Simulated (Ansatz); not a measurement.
**C₂H₃F₂NSi: density, localisation and related maps**

Input file:

```
crystal:
  periodic: [false, false, false]
  atoms:
    - { symbol: C, position_ang: [-1.3825, -1.3112, 1.3032] }
    - { symbol: C, position_ang: [-0.5448, -0.7113, 0.5322] }
    - { symbol: "N", position_ang: [0.2311, -0.2069, -0.1658] }
    - { symbol: Si, position_ang: [1.2188, 1.0033, -1.0506] }
    - { symbol: F, position_ang: [1.6516, 2.112, -0.0446] }
    - { symbol: F, position_ang: [0.1573, 1.6684, -2.1226] }
    - { symbol: H, position_ang: [-2.3131, -1.6669, 0.8675] }
    - { symbol: H, position_ang: [-1.2358, -1.3174, 2.3534] }
    - { symbol: H, position_ang: [2.3059, 0.3837, -1.6898] }
basis:
  gaussian: { orbitals: def2-SVP }
hamiltonian:
  xc: pbe0
relax:
  f_tol: 0.02
  max_steps: 50
output:
  orbitals: {}
```

Command:

```sh
ansatz run input.yaml --threads 2 --pin off --max-ram 3072MiB --backend cpu --events-out ev --progress --plain --runs-dir out
```

The fields are those of the relaxed geometry.

All numbers below come from RKS PBE0/def2-SVP in Ansatz.

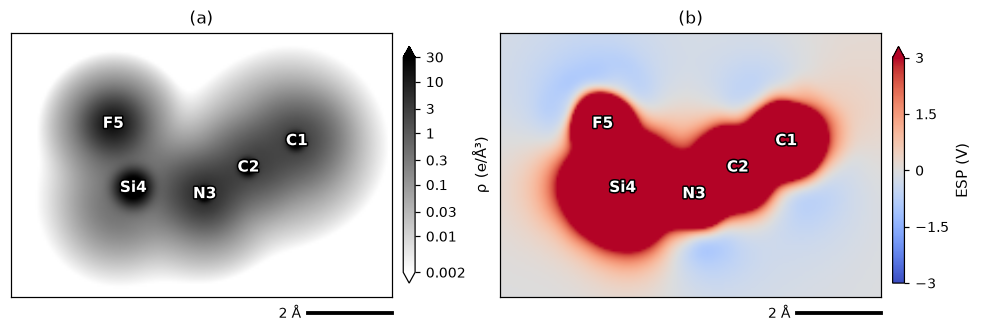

Figure 1. (a) electron density; (b) molecular electrostatic potential on the plane of atoms C2, N3 and Si4.

**Interpret the plot.**

The plane passes through C, N, Si and F nuclei.
C–N (1.21 Å): the density is about 3 e/Å³ at the midpoint.
C–C (1.31 Å): ρ at the midpoint is about 2.3 e/Å³.
Si–F (1.61 Å): ρ is about 1.1 e/Å³ halfway.
Si–N (1.71 Å): ρ is about 1.1 e/Å³ halfway.
Outside the dense part of the molecule the potential is most negative (−0.9 V) near N3.

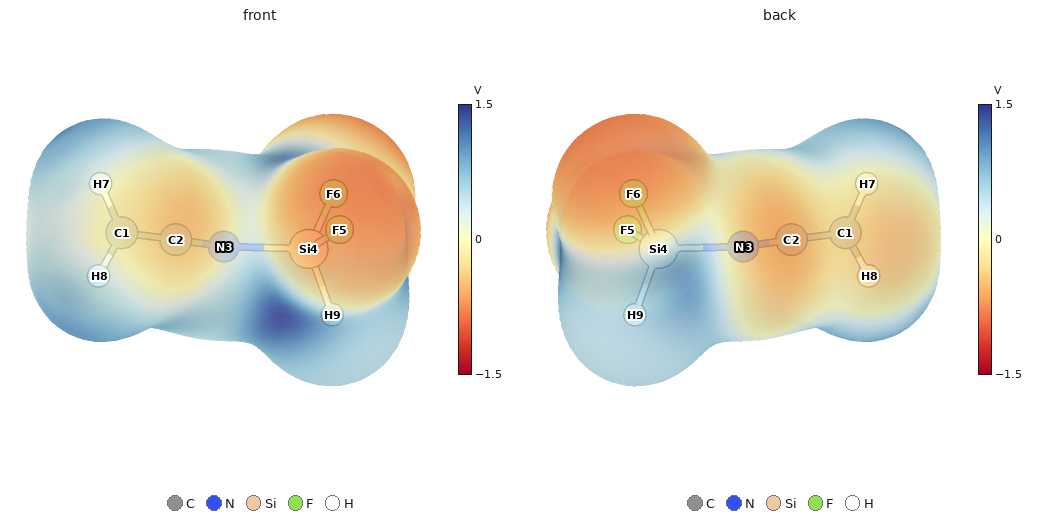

Figure 2. The molecular electrostatic potential painted on the density surface at 0.001 e/bohr³, seen from the front and from behind; the colour scale runs from red (negative) to blue (positive).

**Which sites attract a positive test charge, and which a negative one?**

A positive charge is drawn to the negative regions and a negative charge to the positive ones. The most negative region (about −0.8 V) lies over F5 and F6, the most positive (about +1.4 V) over Si4.

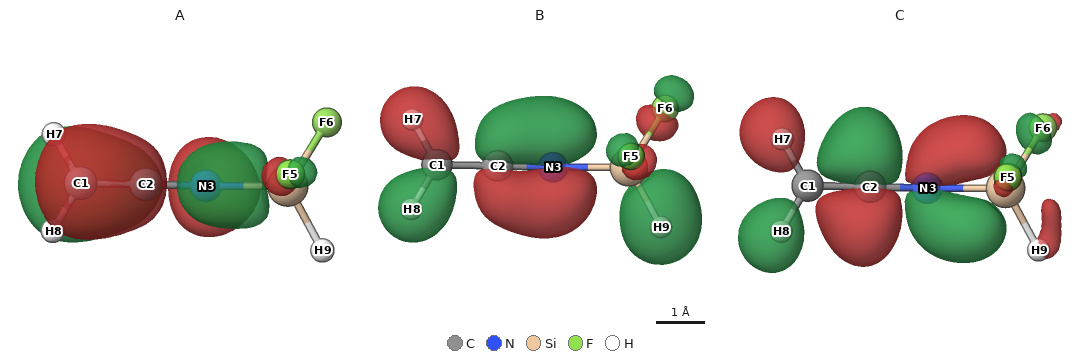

Figure 3. Three frontier orbitals at ±0.1 Å⁻³ᐟ² (green and red are the two phases), in no order.

**Which picture is the HOMO−1, the HOMO and the LUMO?**

B is the HOMO−1 (−10.18 eV). Its weight (Hirshfeld) is mainly on N3 (about 40 %), C2 (about 15 %), Si4 (about 10 %), C1 (about 10 %) and H9 (about 10 %). A is the HOMO (−6.84 eV). It lies mainly on C1 (about 45 %), N3 (about 25 %) and C2 (about 20 %). C is the LUMO (−1.16 eV). Its weight (Hirshfeld) is mainly on C2 (about 40 %), N3 (about 25 %), Si4 (about 10 %) and C1 (about 10 %).

**What is the HOMO–LUMO gap?**

5.68 eV between the orbital energies.
